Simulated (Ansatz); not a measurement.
System: BrCl₅Mo···HF.

The calculation's input:

```
crystal:
  periodic: [false, false, false]
  atoms:
    - { symbol: Mo, position_ang: [0.367095, 0.368316, -0.309468] }
    - { symbol: F, position_ang: [-0.023113, -0.455419, 2.547002] }
    - { symbol: Cl, position_ang: [2.494337, 0.120782, -1.246101] }
    - { symbol: Cl, position_ang: [0.159542, 2.398369, -1.483014] }
    - { symbol: Cl, position_ang: [-1.717998, 0.669909, 0.596828] }
    - { symbol: Cl, position_ang: [0.544794, -1.833952, 0.315796] }
    - { symbol: Cl, position_ang: [-0.604974, -0.481944, -2.276708] }
    - { symbol: Br, position_ang: [1.487648, 1.752232, 1.432649] }
    - { symbol: H, position_ang: [-0.031631, 0.249207, 3.157516] }
basis:
  gaussian: { orbitals: def2-SVP }
hamiltonian:
  xc: pbe
relax:
  f_tol: 0.03
  max_steps: 50
output:
  orbitals: {}
```

Launched as:

```sh
ansatz run input.yaml --threads 4 --pin off --max-ram 5120MiB --backend cpu --events-out ev --progress --plain --runs-dir out
```

The fields are those of the run's last geometry, not of the input's.

Core potentials replace the inner electrons of Mo.

These are results of RKS PBE/def2-SVP (Ansatz), not measurements.

Question: What can the converged electron density and electron localisation function tell about the bonding?

Answer: Mo–Cl (2.32 Å): ρ at the midpoint is about 0.62 e/Å³; the ELF peaks at about 0.85 in the valence shell of Cl, 0.8 Å from its nucleus, and is about 0.35 at the midpoint.
Mo–Br (2.52 Å): ρ at the midpoint is about 0.5 e/Å³; the ELF peaks at about 0.75 in the valence shell of Br, 1.0 Å from its nucleus, and is about 0.45 at the midpoint.

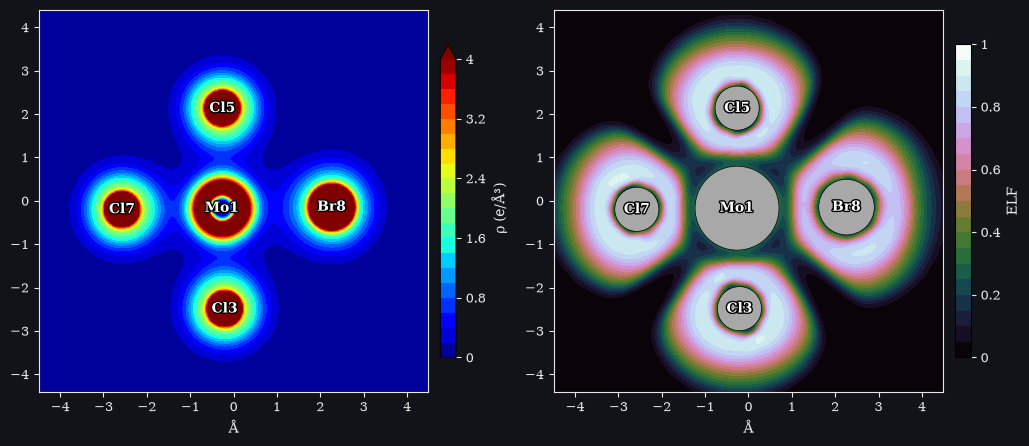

Computed electron density and electron localisation function on the plane of atoms Cl5, Mo1 and Cl7, in this order. Grey discs cover the atomic cores in the ELF map. 
